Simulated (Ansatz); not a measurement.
# BAs+ (quartet): wB97M-V, B2PLYP over a scan of the distance B1–As2, cc-pVDZ, part 1 of 2

Aim: run BAs+ (quartet) with these functionals over a scan of the distance B1–As2, and hold them against the top wave-function level at the same points.

Method: cc-pVDZ, all electrons in the functionals, frozen cores in the correlation of double hybrids and RPA; program: Ansatz 0.2.0, Gaussian basis.

Plan: wB97M-V, B2PLYP, at 1.586 Å; 1.730 Å; 1.968 Å; 2.127 Å; 2.346 Å; 2.671 Å; 3.171 Å; 3.651 Å; 4.256 Å; 5.234 Å; 6.679 Å.

19 further runs of the same task are left out: 14 that didn't finish, 5 set aside as unsound or not needed.

## (1) The system

The geometry derives from a PBE0/def2-TZVP stationary point (not a proven minimum). One bond is set to the value named and the two fragments are kept rigid. No spin-orbit coupling is included. The filled d shell of As may be among the frozen orbitals whatever the setting's name suggests; the logs give the count.

2 atoms, charge 1, spin multiplicity 4.

Atoms are counted from 1 here; the program's logs count them from 0.

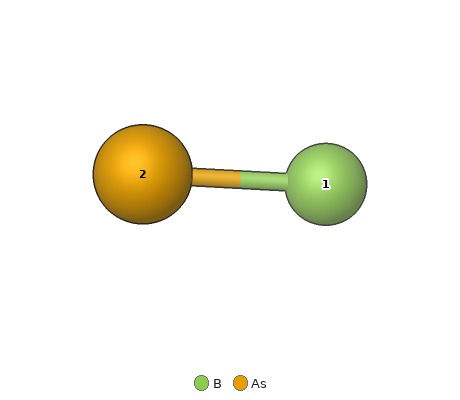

The geometry (boron green, arsenic amber); atoms are numbered from 1 in the order of the file.

No dispersion term is added; wB97M-V holds VV10 nonlocal correlation.

The geometry shown and the zero of energy belong to the point 1.968 Å. The yardstick, FCI, and other wave-function levels (R restricted, U unrestricted, valence and pair active spaces) come from earlier runs.

## (2) wB97M-V, 1.586 Å

Contents of in.yaml:

```yaml
crystal:
  periodic: [false, false, false]
  atoms:
    - {symbol: B, position_ang: [0.000000, 0.000000, 0.000000]}
    - {symbol: As, position_ang: [0.000000, 0.000000, 1.586000]}
basis:
  gaussian: {orbitals: cc-pVDZ}
total_charge: 1
magnetization: {spin_polarized: true, initial_magnetization: 3}
hamiltonian: {xc: {name: wB97M-V}}
output: {orbitals: {seedname: orbitals}}
```

The run is started by

```console
ansatz run in.yaml --threads 1 --pin off --events-out ev --progress --plain --max-ram 2393MiB
```

Log (excerpt; [...] marks lines left out):

```text
Functional definition: wB97M-V
  name "wB97M-V"
  cite "Mardirossian & Head-Gordon, J. Chem. Phys. 144, 214110 (2016) doi:10.1063/1.4952647"
  cite "Becke, J. Chem. Phys. 107, 8554 (1997) doi:10.1063/1.475007"
  cite "Vydrov & Van Voorhis, J. Chem. Phys. 133, 244103 (2010) doi:10.1063/1.3521275"
  # Of w^i u^j: cxij and so on, Table III.
[...]
  gx(w, u) = 1 - cx + cx01*u + cx10*w
  gss(w, u) = css00 + css04*u^4 + css10*w + css20*w^2 + css43*w^4*u^3
  gos(w, u) = cos00 + cos10*w + (cos20 + cos21*u)*w^2 + (cos60 + cos61*u)*w^6
[...]
      + integral(e_c_pw_mod_opposite_spin*gos(b97_w_opposite, b97_u_opposite)) + vv10(b, c)
462 factors; integrals over basis functions are off by at most 1.3e-3 eV
124 factors; integrals over basis functions are off by at most 7.1e-6 eV
[...]
mean field -61498.02671666 eV, -2260.0107969774 hartree, gradient 2.9e-5 eV, S^2 3.751378; 0 other end points of the search recorded, 0 dependent functions left out
reference -61498.02674403 eV, -2260.0107979833 hartree; 20, 17 occupied and 21, 24 virtual orbitals, 462 factors
Total energy: -61498.02674403 eV, -2260.0107979833 hartree
```

Wall time 4.2 s (1 thread of Arm Neoverse V1, shared host).

From the report: ⟨S²⟩ of the determinant 3.751 (pure quartet: 3.75).

## (3) wB97M-V, 1.730 Å

Contents of in.yaml:

```yaml
crystal:
  periodic: [false, false, false]
  atoms:
    - {symbol: B, position_ang: [0.000000, 0.000000, 0.000000]}
    - {symbol: As, position_ang: [0.000000, 0.000000, 1.730000]}
basis:
  gaussian: {orbitals: cc-pVDZ}
total_charge: 1
magnetization: {spin_polarized: true, initial_magnetization: 3}
hamiltonian: {xc: {name: wB97M-V}}
output: {forces: true, orbitals: {seedname: orbitals}}
```

Same command.

Log (excerpt; [...] marks lines left out):

```text
Functional definition: wB97M-V
  name "wB97M-V"
  cite "Mardirossian & Head-Gordon, J. Chem. Phys. 144, 214110 (2016) doi:10.1063/1.4952647"
  cite "Becke, J. Chem. Phys. 107, 8554 (1997) doi:10.1063/1.475007"
  cite "Vydrov & Van Voorhis, J. Chem. Phys. 133, 244103 (2010) doi:10.1063/1.3521275"
  # Of w^i u^j: cxij and so on, Table III.
[...]
  gx(w, u) = 1 - cx + cx01*u + cx10*w
  gss(w, u) = css00 + css04*u^4 + css10*w + css20*w^2 + css43*w^4*u^3
  gos(w, u) = cos00 + cos10*w + (cos20 + cos21*u)*w^2 + (cos60 + cos61*u)*w^6
[...]
      + integral(e_c_pw_mod_opposite_spin*gos(b97_w_opposite, b97_u_opposite)) + vv10(b, c)
462 factors; integrals over basis functions are off by at most 1.2e-3 eV
124 factors; integrals over basis functions are off by at most 7.5e-6 eV
[...]
mean field -61499.56754116 eV, -2260.0674212334 hartree, gradient 8.4e-5 eV, S^2 3.751410; 0 other end points of the search recorded, 0 dependent functions left out
[...]
reference -61499.56756871 eV, -2260.0674222460 hartree; 20, 17 occupied and 21, 24 virtual orbitals, 462 factors
Total energy: -61499.56756871 eV, -2260.0674222460 hartree
Atom 0 at     0.000000     0.000000     0.000000 Å, force     0.000000    -0.000000    -6.674851 eV/Å
Atom 1 at     0.000000     0.000000     1.730000 Å, force    -0.000000     0.000000     6.674851 eV/Å
Dipole moment:     0.000000    -0.000000    -0.397185 e Å
```

Wall time 5.5 s (1 thread of Arm Neoverse V1, shared host).

From the report: ⟨S²⟩ of the determinant 3.751 (pure quartet: 3.75).

## (4) wB97M-V, 1.968 Å

Contents of in.yaml:

```yaml
crystal:
  periodic: [false, false, false]
  atoms:
    - {symbol: B, position_ang: [0.000000, 0.000000, 0.000000]}
    - {symbol: As, position_ang: [0.000000, 0.000000, 1.967500]}
basis:
  gaussian: {orbitals: cc-pVDZ}
total_charge: 1
magnetization: {spin_polarized: true, initial_magnetization: 3}
hamiltonian: {xc: {name: wB97M-V}}
output: {orbitals: {seedname: orbitals}}
```

Same command.

Log (excerpt; [...] marks lines left out):

```text
Functional definition: wB97M-V
  name "wB97M-V"
  cite "Mardirossian & Head-Gordon, J. Chem. Phys. 144, 214110 (2016) doi:10.1063/1.4952647"
  cite "Becke, J. Chem. Phys. 107, 8554 (1997) doi:10.1063/1.475007"
  cite "Vydrov & Van Voorhis, J. Chem. Phys. 133, 244103 (2010) doi:10.1063/1.3521275"
  # Of w^i u^j: cxij and so on, Table III.
[...]
  gx(w, u) = 1 - cx + cx01*u + cx10*w
  gss(w, u) = css00 + css04*u^4 + css10*w + css20*w^2 + css43*w^4*u^3
  gos(w, u) = cos00 + cos10*w + (cos20 + cos21*u)*w^2 + (cos60 + cos61*u)*w^6
[...]
      + integral(e_c_pw_mod_opposite_spin*gos(b97_w_opposite, b97_u_opposite)) + vv10(b, c)
462 factors; integrals over basis functions are off by at most 9.0e-4 eV
125 factors; integrals over basis functions are off by at most 6.4e-6 eV
[...]
mean field -61500.22743698 eV, -2260.0916719576 hartree, gradient 4.1e-5 eV, S^2 3.752367; 0 other end points of the search recorded, 0 dependent functions left out
reference -61500.22746491 eV, -2260.0916729841 hartree; 20, 17 occupied and 21, 24 virtual orbitals, 462 factors
Total energy: -61500.22746491 eV, -2260.0916729841 hartree
```

It took 4.2 s on 1 thread of Arm Neoverse V1, shared host.

From the report: ⟨S²⟩ of the determinant 3.752 (pure quartet: 3.75).

## (5) wB97M-V, 2.127 Å

in.yaml: that of step 4 with these lines changed.

```diff
@@ -4,3 +4,3 @@
     - {symbol: B, position_ang: [0.000000, 0.000000, 0.000000]}
-    - {symbol: As, position_ang: [0.000000, 0.000000, 1.967500]}
+    - {symbol: As, position_ang: [0.000000, 0.000000, 2.127000]}
 basis:
```

Same command.

Log (excerpt; [...] marks lines left out):

```text
Functional definition: wB97M-V
  name "wB97M-V"
  cite "Mardirossian & Head-Gordon, J. Chem. Phys. 144, 214110 (2016) doi:10.1063/1.4952647"
  cite "Becke, J. Chem. Phys. 107, 8554 (1997) doi:10.1063/1.475007"
  cite "Vydrov & Van Voorhis, J. Chem. Phys. 133, 244103 (2010) doi:10.1063/1.3521275"
  # Of w^i u^j: cxij and so on, Table III.
[...]
  gx(w, u) = 1 - cx + cx01*u + cx10*w
  gss(w, u) = css00 + css04*u^4 + css10*w + css20*w^2 + css43*w^4*u^3
  gos(w, u) = cos00 + cos10*w + (cos20 + cos21*u)*w^2 + (cos60 + cos61*u)*w^6
[...]
      + integral(e_c_pw_mod_opposite_spin*gos(b97_w_opposite, b97_u_opposite)) + vv10(b, c)
464 factors; integrals over basis functions are off by at most 9.6e-4 eV
125 factors; integrals over basis functions are off by at most 6.9e-6 eV
[...]
mean field -61500.11939417 eV, -2260.0877014576 hartree, gradient 7.5e-5 eV, S^2 3.754809; 0 other end points of the search recorded, 0 dependent functions left out
reference -61500.11942238 eV, -2260.0877024942 hartree; 20, 17 occupied and 21, 24 virtual orbitals, 464 factors
Total energy: -61500.11942238 eV, -2260.0877024942 hartree
```

Run time: 4.7 s. Hardware: 1 thread of Arm Neoverse V1, shared host.

From the report: ⟨S²⟩ of the determinant 3.755 (pure quartet: 3.75).

From 1.968 Å: +10.4 kJ/mol.

## (6) wB97M-V, 2.346 Å

Contents of in.yaml:

```yaml
crystal:
  periodic: [false, false, false]
  atoms:
    - {symbol: B, position_ang: [0.000000, 0.000000, 0.000000]}
    - {symbol: As, position_ang: [0.000000, 0.000000, 2.346000]}
basis:
  gaussian: {orbitals: cc-pVDZ}
total_charge: 1
magnetization: {spin_polarized: true, initial_magnetization: 3}
hamiltonian: {xc: {name: wB97M-V}}
output: {forces: true, orbitals: {seedname: orbitals}}
```

Same command.

Log (excerpt; [...] marks lines left out):

```text
Functional definition: wB97M-V
  name "wB97M-V"
  cite "Mardirossian & Head-Gordon, J. Chem. Phys. 144, 214110 (2016) doi:10.1063/1.4952647"
  cite "Becke, J. Chem. Phys. 107, 8554 (1997) doi:10.1063/1.475007"
  cite "Vydrov & Van Voorhis, J. Chem. Phys. 133, 244103 (2010) doi:10.1063/1.3521275"
  # Of w^i u^j: cxij and so on, Table III.
[...]
  gx(w, u) = 1 - cx + cx01*u + cx10*w
  gss(w, u) = css00 + css04*u^4 + css10*w + css20*w^2 + css43*w^4*u^3
  gos(w, u) = cos00 + cos10*w + (cos20 + cos21*u)*w^2 + (cos60 + cos61*u)*w^6
[...]
      + integral(e_c_pw_mod_opposite_spin*gos(b97_w_opposite, b97_u_opposite)) + vv10(b, c)
462 factors; integrals over basis functions are off by at most 1.4e-3 eV
125 factors; integrals over basis functions are off by at most 7.5e-6 eV
[...]
mean field -61499.81521659 eV, -2260.0765231376 hartree, gradient 3.1e-5 eV, S^2 3.759217; 0 other end points of the search recorded, 0 dependent functions left out
[...]
reference -61499.81524523 eV, -2260.0765241902 hartree; 20, 17 occupied and 21, 24 virtual orbitals, 462 factors
Total energy: -61499.81524523 eV, -2260.0765241902 hartree
Atom 0 at     0.000000     0.000000     0.000000 Å, force    -0.000000     0.000000     1.422468 eV/Å
Atom 1 at     0.000000     0.000000     2.346000 Å, force     0.000000    -0.000000    -1.422468 eV/Å
Dipole moment:    -0.000000    -0.000000    -0.762283 e Å
```

It took 4.9 s on 1 thread of Arm Neoverse V1, shared host.

From the report: ⟨S²⟩ of the determinant 3.759 (pure quartet: 3.75).

From 1.968 Å: +39.8 kJ/mol.

## (7) wB97M-V, 2.671 Å

in.yaml: that of step 6 with these lines changed.

```diff
@@ -4,3 +4,3 @@
     - {symbol: B, position_ang: [0.000000, 0.000000, 0.000000]}
-    - {symbol: As, position_ang: [0.000000, 0.000000, 2.346000]}
+    - {symbol: As, position_ang: [0.000000, 0.000000, 2.671000]}
 basis:
```

Launched as before.

Log (excerpt; [...] marks lines left out):

```text
Functional definition: wB97M-V
  name "wB97M-V"
  cite "Mardirossian & Head-Gordon, J. Chem. Phys. 144, 214110 (2016) doi:10.1063/1.4952647"
  cite "Becke, J. Chem. Phys. 107, 8554 (1997) doi:10.1063/1.475007"
  cite "Vydrov & Van Voorhis, J. Chem. Phys. 133, 244103 (2010) doi:10.1063/1.3521275"
  # Of w^i u^j: cxij and so on, Table III.
[...]
  gx(w, u) = 1 - cx + cx01*u + cx10*w
  gss(w, u) = css00 + css04*u^4 + css10*w + css20*w^2 + css43*w^4*u^3
  gos(w, u) = cos00 + cos10*w + (cos20 + cos21*u)*w^2 + (cos60 + cos61*u)*w^6
[...]
      + integral(e_c_pw_mod_opposite_spin*gos(b97_w_opposite, b97_u_opposite)) + vv10(b, c)
462 factors; integrals over basis functions are off by at most 1.2e-3 eV
125 factors; integrals over basis functions are off by at most 8.4e-6 eV
[...]
mean field -61499.39464296 eV, -2260.0610673420 hartree, gradient 1.0e-5 eV, S^2 3.760295; 0 other end points of the search recorded, 0 dependent functions left out
[...]
reference -61499.39467250 eV, -2260.0610684276 hartree; 20, 17 occupied and 21, 24 virtual orbitals, 462 factors
Total energy: -61499.39467250 eV, -2260.0610684276 hartree
Atom 0 at     0.000000     0.000000     0.000000 Å, force    -0.000000     0.000000     1.154315 eV/Å
Atom 1 at     0.000000     0.000000     2.671000 Å, force     0.000000    -0.000000    -1.154315 eV/Å
Dipole moment:     0.000000    -0.000000    -1.048232 e Å
```

Wall time 6 s (1 thread of Arm Neoverse V1, shared host).

From the report: ⟨S²⟩ of the determinant 3.760 (pure quartet: 3.75).

From 1.968 Å: +80.4 kJ/mol.

## (8) wB97M-V, 3.171 Å

in.yaml: that of step 7 with these lines changed.

```diff
@@ -4,3 +4,3 @@
     - {symbol: B, position_ang: [0.000000, 0.000000, 0.000000]}
-    - {symbol: As, position_ang: [0.000000, 0.000000, 2.671000]}
+    - {symbol: As, position_ang: [0.000000, 0.000000, 3.171000]}
 basis:
```

Launched as before.

Log (excerpt; [...] marks lines left out):

```text
Functional definition: wB97M-V
  name "wB97M-V"
  cite "Mardirossian & Head-Gordon, J. Chem. Phys. 144, 214110 (2016) doi:10.1063/1.4952647"
  cite "Becke, J. Chem. Phys. 107, 8554 (1997) doi:10.1063/1.475007"
  cite "Vydrov & Van Voorhis, J. Chem. Phys. 133, 244103 (2010) doi:10.1063/1.3521275"
  # Of w^i u^j: cxij and so on, Table III.
[...]
  gx(w, u) = 1 - cx + cx01*u + cx10*w
  gss(w, u) = css00 + css04*u^4 + css10*w + css20*w^2 + css43*w^4*u^3
  gos(w, u) = cos00 + cos10*w + (cos20 + cos21*u)*w^2 + (cos60 + cos61*u)*w^6
[...]
      + integral(e_c_pw_mod_opposite_spin*gos(b97_w_opposite, b97_u_opposite)) + vv10(b, c)
462 factors; integrals over basis functions are off by at most 8.9e-4 eV
125 factors; integrals over basis functions are off by at most 9.6e-6 eV
[...]
mean field -61498.90728912 eV, -2260.0431574186 hartree, gradient 3.0e-5 eV, S^2 3.756597; 1 other end points of the search recorded, 0 dependent functions left out
[...]
reference -61498.90732027 eV, -2260.0431585632 hartree; 20, 17 occupied and 21, 24 virtual orbitals, 462 factors
Total energy: -61498.90732027 eV, -2260.0431585632 hartree
Atom 0 at     0.000000     0.000000     0.000000 Å, force    -0.000000    -0.000000     0.822904 eV/Å
Atom 1 at     0.000000     0.000000     3.171000 Å, force     0.000000     0.000000    -0.822904 eV/Å
Dipole moment:     0.000000    -0.000000    -1.525463 e Å
```

Run time: 5 s. Hardware: 1 thread of Arm Neoverse V1, shared host.

From the report: ⟨S²⟩ of the determinant 3.757 (pure quartet: 3.75).

From 1.968 Å: +127.4 kJ/mol.

## (9) wB97M-V, 3.651 Å

Contents of in.yaml:

```yaml
crystal:
  periodic: [false, false, false]
  atoms:
    - {symbol: B, position_ang: [0.000000, 0.000000, 0.000000]}
    - {symbol: As, position_ang: [0.000000, 0.000000, 3.651000]}
basis:
  gaussian: {orbitals: cc-pVDZ}
total_charge: 1
magnetization: {spin_polarized: true, initial_magnetization: 3}
hamiltonian: {xc: {name: wB97M-V}}
output: {orbitals: {seedname: orbitals}}
```

The command is unchanged.

Log (excerpt; [...] marks lines left out):

```text
Functional definition: wB97M-V
  name "wB97M-V"
  cite "Mardirossian & Head-Gordon, J. Chem. Phys. 144, 214110 (2016) doi:10.1063/1.4952647"
  cite "Becke, J. Chem. Phys. 107, 8554 (1997) doi:10.1063/1.475007"
  cite "Vydrov & Van Voorhis, J. Chem. Phys. 133, 244103 (2010) doi:10.1063/1.3521275"
  # Of w^i u^j: cxij and so on, Table III.
[...]
  gx(w, u) = 1 - cx + cx01*u + cx10*w
  gss(w, u) = css00 + css04*u^4 + css10*w + css20*w^2 + css43*w^4*u^3
  gos(w, u) = cos00 + cos10*w + (cos20 + cos21*u)*w^2 + (cos60 + cos61*u)*w^6
[...]
      + integral(e_c_pw_mod_opposite_spin*gos(b97_w_opposite, b97_u_opposite)) + vv10(b, c)
462 factors; integrals over basis functions are off by at most 2.3e-4 eV
125 factors; integrals over basis functions are off by at most 1.0e-5 eV
[...]
mean field -61498.56591488 eV, -2260.0306121468 hartree, gradient 2.1e-5 eV, S^2 3.753857; 2 other end points of the search recorded, 0 dependent functions left out
reference -61498.56594735 eV, -2260.0306133398 hartree; 20, 17 occupied and 21, 24 virtual orbitals, 462 factors
Total energy: -61498.56594735 eV, -2260.0306133398 hartree
```

Wall time 5.5 s (1 thread of Arm Neoverse V1, shared host).

From the report: ⟨S²⟩ of the determinant 3.754 (pure quartet: 3.75).

From 1.968 Å: +160.3 kJ/mol.

## (10) wB97M-V, 4.256 Å

Contents of in.yaml:

```yaml
crystal:
  periodic: [false, false, false]
  atoms:
    - {symbol: B, position_ang: [0.000000, 0.000000, 0.000000]}
    - {symbol: As, position_ang: [0.000000, 0.000000, 4.256000]}
basis:
  gaussian: {orbitals: cc-pVDZ}
total_charge: 1
magnetization: {spin_polarized: true, initial_magnetization: 3}
hamiltonian: {xc: {name: wB97M-V}}
output: {forces: true, orbitals: {seedname: orbitals}}
```

The command is unchanged.

Log (excerpt; [...] marks lines left out):

```text
Functional definition: wB97M-V
  name "wB97M-V"
  cite "Mardirossian & Head-Gordon, J. Chem. Phys. 144, 214110 (2016) doi:10.1063/1.4952647"
  cite "Becke, J. Chem. Phys. 107, 8554 (1997) doi:10.1063/1.475007"
  cite "Vydrov & Van Voorhis, J. Chem. Phys. 133, 244103 (2010) doi:10.1063/1.3521275"
  # Of w^i u^j: cxij and so on, Table III.
[...]
  gx(w, u) = 1 - cx + cx01*u + cx10*w
  gss(w, u) = css00 + css04*u^4 + css10*w + css20*w^2 + css43*w^4*u^3
  gos(w, u) = cos00 + cos10*w + (cos20 + cos21*u)*w^2 + (cos60 + cos61*u)*w^6
[...]
      + integral(e_c_pw_mod_opposite_spin*gos(b97_w_opposite, b97_u_opposite)) + vv10(b, c)
462 factors; integrals over basis functions are off by at most 2.6e-4 eV
125 factors; integrals over basis functions are off by at most 1.1e-5 eV
[...]
mean field -61498.26890711 eV, -2260.0196973126 hartree, gradient 2.2e-5 eV, S^2 3.751886; 2 other end points of the search recorded, 0 dependent functions left out
[...]
reference -61498.26894105 eV, -2260.0196985596 hartree; 20, 17 occupied and 21, 24 virtual orbitals, 462 factors
Total energy: -61498.26894105 eV, -2260.0196985596 hartree
Atom 0 at     0.000000     0.000000     0.000000 Å, force    -0.000000     0.000000     0.379081 eV/Å
Atom 1 at     0.000000     0.000000     4.256000 Å, force     0.000000    -0.000000    -0.379081 eV/Å
Dipole moment:    -0.000000    -0.000000    -2.565126 e Å
```

It took 6 s on 1 thread of Arm Neoverse V1, shared host.

From the report: ⟨S²⟩ of the determinant 3.752 (pure quartet: 3.75).

From 1.968 Å: +189.0 kJ/mol.

## (11) wB97M-V, 5.234 Å

Contents of in.yaml:

```yaml
crystal:
  periodic: [false, false, false]
  atoms:
    - {symbol: B, position_ang: [0.000000, 0.000000, 0.000000]}
    - {symbol: As, position_ang: [0.000000, 0.000000, 5.234000]}
basis:
  gaussian: {orbitals: cc-pVDZ}
total_charge: 1
magnetization: {spin_polarized: true, initial_magnetization: 3}
hamiltonian: {xc: {name: wB97M-V}}
output: {orbitals: {seedname: orbitals}}
```

Launched as before.

Log (excerpt; [...] marks lines left out):

```text
Functional definition: wB97M-V
  name "wB97M-V"
  cite "Mardirossian & Head-Gordon, J. Chem. Phys. 144, 214110 (2016) doi:10.1063/1.4952647"
  cite "Becke, J. Chem. Phys. 107, 8554 (1997) doi:10.1063/1.475007"
  cite "Vydrov & Van Voorhis, J. Chem. Phys. 133, 244103 (2010) doi:10.1063/1.3521275"
  # Of w^i u^j: cxij and so on, Table III.
[...]
  gx(w, u) = 1 - cx + cx01*u + cx10*w
  gss(w, u) = css00 + css04*u^4 + css10*w + css20*w^2 + css43*w^4*u^3
  gos(w, u) = cos00 + cos10*w + (cos20 + cos21*u)*w^2 + (cos60 + cos61*u)*w^6
[...]
      + integral(e_c_pw_mod_opposite_spin*gos(b97_w_opposite, b97_u_opposite)) + vv10(b, c)
462 factors; integrals over basis functions are off by at most 3.3e-4 eV
125 factors; integrals over basis functions are off by at most 1.1e-5 eV
[...]
mean field -61498.03868815 eV, -2260.0112369218 hartree, gradient 8.4e-6 eV, S^2 3.750783; 2 other end points of the search recorded, 0 dependent functions left out
reference -61498.03872544 eV, -2260.0112382923 hartree; 20, 17 occupied and 21, 24 virtual orbitals, 462 factors
Total energy: -61498.03872544 eV, -2260.0112382923 hartree
```

Wall time 7 s (1 thread of Arm Neoverse V1, shared host).

From the report: ⟨S²⟩ of the determinant 3.751 (pure quartet: 3.75).

From 1.968 Å: +211.2 kJ/mol.

## (12) wB97M-V, 6.679 Å

in.yaml: that of step 11 with these lines changed.

```diff
@@ -4,3 +4,3 @@
     - {symbol: B, position_ang: [0.000000, 0.000000, 0.000000]}
-    - {symbol: As, position_ang: [0.000000, 0.000000, 5.234000]}
+    - {symbol: As, position_ang: [0.000000, 0.000000, 6.679000]}
 basis:
```

Same command.

Log (excerpt; [...] marks lines left out):

```text
Functional definition: wB97M-V
  name "wB97M-V"
  cite "Mardirossian & Head-Gordon, J. Chem. Phys. 144, 214110 (2016) doi:10.1063/1.4952647"
  cite "Becke, J. Chem. Phys. 107, 8554 (1997) doi:10.1063/1.475007"
  cite "Vydrov & Van Voorhis, J. Chem. Phys. 133, 244103 (2010) doi:10.1063/1.3521275"
  # Of w^i u^j: cxij and so on, Table III.
[...]
  gx(w, u) = 1 - cx + cx01*u + cx10*w
  gss(w, u) = css00 + css04*u^4 + css10*w + css20*w^2 + css43*w^4*u^3
  gos(w, u) = cos00 + cos10*w + (cos20 + cos21*u)*w^2 + (cos60 + cos61*u)*w^6
[...]
      + integral(e_c_pw_mod_opposite_spin*gos(b97_w_opposite, b97_u_opposite)) + vv10(b, c)
462 factors; integrals over basis functions are off by at most 4.0e-5 eV
125 factors; integrals over basis functions are off by at most 1.2e-5 eV
[...]
mean field -61497.95066296 eV, -2260.0080020555 hartree, gradient 7.3e-6 eV, S^2 3.750481; 2 other end points of the search recorded, 0 dependent functions left out
reference -61497.95070378 eV, -2260.0080035556 hartree; 20, 17 occupied and 21, 24 virtual orbitals, 462 factors
Total energy: -61497.95070378 eV, -2260.0080035556 hartree
```

Run time: 8 s. Hardware: 1 thread of Arm Neoverse V1, shared host.

From the report: ⟨S²⟩ of the determinant 3.750 (pure quartet: 3.75).

From 1.968 Å: +219.7 kJ/mol.

(Continued in part 2 of 2.)
